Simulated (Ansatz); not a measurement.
**SiO2 (C2): how ε∞ follows the gap**

The empty bands of SiO2 (C2) are shifted up rigidly by Δ, and ε∞ along x is computed for each shift. x, y and z are the Cartesian axes of the input cell.

Symmetry: C2, No. 5, monoclinic system. The conventional cell has a = 8.515 Å, b = 4.917 Å, c = 5.407 Å, α = 90.00°, β = 90.00°, γ = 90.00°. Around Si on site c lie 4 O at 1.60 to 1.62 Å. Si on site b has 4 O at 1.61 Å as nearest neighbours. O on site c has 2 Si at 1.61 to 1.62 Å as nearest neighbours. Around O on site c lie 2 Si at 1.60 to 1.61 Å. Around O on site c lie 2 Si at 1.61 Å.

Method: Ansatz 0.2.0, LDA, independent particles, k-mesh 6×6×4 with interpolation inside its cells, Gaussian parameter 0.1 eV.

Launch of the response step: `ansatz run input.yaml --threads 4 --pin off --max-ram 8192MiB --backend cpu --events-out ev --progress --plain --runs-dir out`. The series took 8.9 min in all, on 4 threads of Intel(R) Xeon(R) Processor @ 2.50GHz (Skylake/Cascade Lake), on a shared host.

| Δ (eV) | ε∞ along x |
| --- | --- |
| 0.00 | 2.624 |
| 0.40 | 2.577 |
| 0.80 | 2.532 |
| 1.20 | 2.490 |
| 1.60 | ? |
| 2.00 | 2.413 |

With one effective transition at E₀ and fixed dipole strength, ε∞ − 1 = A/(E₀ + Δ), so 1/(ε∞ − 1) is linear in Δ.

Working, on the rows shown:

| x = Δ (eV) | y = 1/(ε∞ − 1) |
| --- | --- |
| 0 | 0.615764 |
| 0.4 | 0.634115 |
| 0.8 | 0.652742 |
| 1.2 | 0.671141 |
| 2 | 0.707714 |

Means: x̄ = 0.88, ȳ = 0.6563. Σ(x − x̄)(y − ȳ) = 0.1089, Σ(x − x̄)² = 2.368. Slope = 0.1089 / 2.368 = 0.046; intercept = ȳ − slope · x̄ = 0.61581. Turned back into ε∞ along x, the line misses the rows shown by at most 0.0003.

Predict the last column of the withheld row from the fit.

At x = 1.6 the line gives y = 0.68942, that is 2.450. The run gave 2.451, so the interpolation is off by 0.0005, 0.2 % of the range in the table.

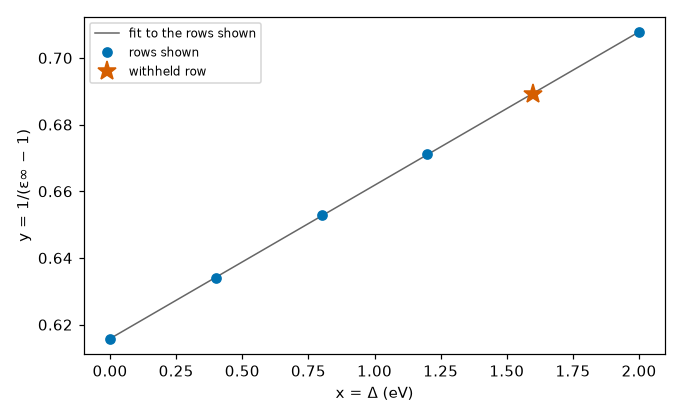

Refitted with all rows, the slope is 0.04595 and the intercept 0.61582. These give E₀ = intercept/slope = 13.4 eV, far above the least direct gap of 6.07 eV: most of the screening comes from transitions well over the edge. Over the first step ε∞ falls by 5 % per eV. Excitons are left out and so are local fields; LDA gaps are as a rule too small.
